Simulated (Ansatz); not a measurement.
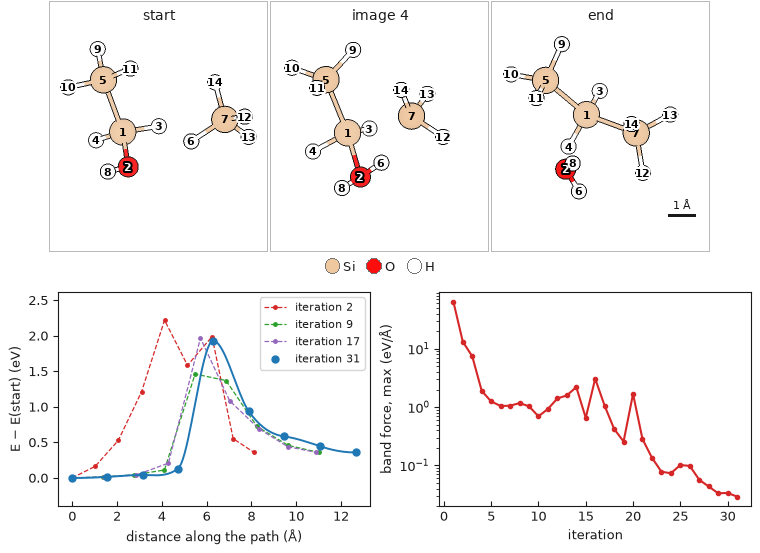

NEB run on Si₃H₁₀O, made up of Si$_{2}$H$_{6}$O and SiH$_{4}$. Images are numbered from 0 (start) to 8 (end). The plot follows the band through its iterations. The picture is a ball-and-stick view, seen at a tilt.

All numbers below come from RKS PBE/def2-SVP (Ansatz 0.2.0). Run with 7 movable images; climbing image; force threshold 0.03 eV/Å; iteration limit 60; starting path through a guess of the saddle point.

Q: Judge this run.

A: The result is final at these settings. The band converged in 31 iterations. The largest component of the band force went from 64 to 0.029 eV/Å. The climbing image converged on the top of the path. Its vibrational analysis gives one imaginary mode (441i cm⁻¹), as a transition state must have. The first iteration put the highest image at 10.19 eV. Forward barrier 1.93 eV, backward barrier 1.57 eV, with image 4 at the top; the reaction energy is +0.36 eV.

Limits of the set-up: the start holds two separate molecules, 2.8 Å apart at their closest, whose relative position is a soft coordinate and is computed without a dispersion correction.

Cost: 5.5 min on 2 threads of AMD EPYC 9B14 (Zen 4) (shared host), peak memory 0.18 GiB.
